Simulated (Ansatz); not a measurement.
The calculation's input:

```
crystal:
  periodic: [false, false, false]
  atoms:
    - {symbol: N, position_ang: [-1.584058, 0.837167, -1.238879]}
    - {symbol: "N", position_ang: [0.494663, -2.082195, -0.224613]}
    - {symbol: N, position_ang: [1.040630, 1.237428, 1.373673]}
    - {symbol: "Y", position_ang: [-0.016405, -0.002445, -0.029801]}
    - {symbol: H, position_ang: [-2.154015, 0.355944, -1.935326]}
    - {symbol: H, position_ang: [-1.917757, 1.801597, -1.239893]}
    - {symbol: H, position_ang: [1.213205, -2.594476, 0.287927]}
    - {symbol: H, position_ang: [0.070684, -2.768651, -0.849484]}
    - {symbol: H, position_ang: [1.797879, 0.958596, 1.998394]}
    - {symbol: H, position_ang: [0.893291, 2.230286, 1.558058]}
basis:
  gaussian: {orbitals: def2-TZVPD}
hamiltonian: {xc: {name: PBE0}}
output: {forces: true, orbitals: {seedname: orbitals}}
```

Launched as:

```sh
ansatz run input.yaml --threads 2 --pin off --max-ram 5220MiB --events-out events.jsonl --progress --plain --runs-dir runs
```

Geometry: PBE0-D4/def2-SVP; core potentials replace the inner electrons of Y.

Level of theory: Ansatz 0.2.0, isolated molecule in a Gaussian basis; Kohn-Sham density functional theory, functional PBE0.

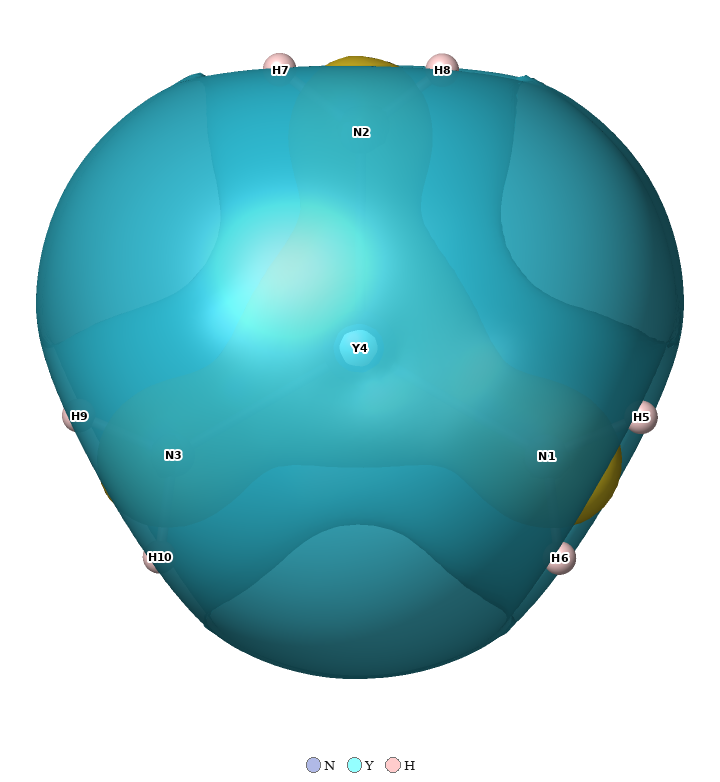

H$_{6}$N$_{3}$Y. The LUMO at ±0.03 Å⁻³ᐟ² (yellow and cyan are the two phases), seen across its widest extent.

Where does this orbital lie, and at what energy?

Answer. Its weight (Hirshfeld) is mainly on Y4 (about 85 %). Its energy is −1.18 eV.
